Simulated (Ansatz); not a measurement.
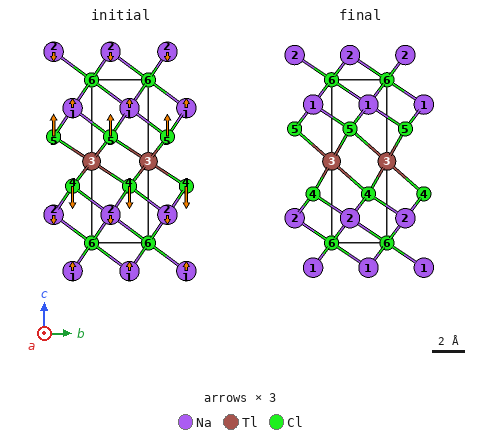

The structure of crystalline Na2TlCl3 (built on the Sn2GeTe3-164 type type) before (left) and after (right) a relaxation, at one scale. The orange arrows give the displacements (the part carried along by the change of the cell is left out), 3 times their true length.

Style: ball-and-stick. Shown: the cell of the calculation, along the a axis.

These are results of Ansatz, DFT, PBEsol, plane waves, PAW, not measurements. Set-up: plane-wave cutoff 420 eV; k-point mesh 6 × 6 × 2; occupations fermi dirac; smearing width 0.03 eV; no spin polarisation; cell and atoms relaxed; force threshold 0.01 eV/Å; at most 120 steps.

What changed between the two?

After 5 accepted moves (6 points after the start) the energy has fallen by 120 meV per atom. Largest force component: 1.5 eV/Å at the start, 0.0008 eV/Å at the end. The pressure goes from 1.55 to −0.04 GPa. At 1 point the geometry stayed and the basis and grid were re-selected for the new cell (energy shift of 0.1 meV per atom at most each time). The largest moves relative to the cell, 0.49 Å, are those of Cl4 and Cl5. Cl4 goes along −c. Largest moves by element: Cl 0.49 Å, Na 0.22 Å. Tl stays in place. The volume changes by −5.2 %, with a = b 4.191 → 4.080 Å (−2.7 %), c 10.400 → 10.410 Å (+0.1 %). Among the contacts that change: Tl3–Cl4 2.890 → 3.138 Å, Na1–Cl5 3.029 → 2.821 Å, Na1–Cl6 3.015 → 2.836 Å. Among the angles between lasting bonds that change: Na1–Cl5–Na1 87.5° → 92.6°, Cl5–Na1–Cl5 87.5° → 92.6°, Cl5–Na1–Cl6 92.2° → 87.7°. The space group stays P-3m1 (No. 164).
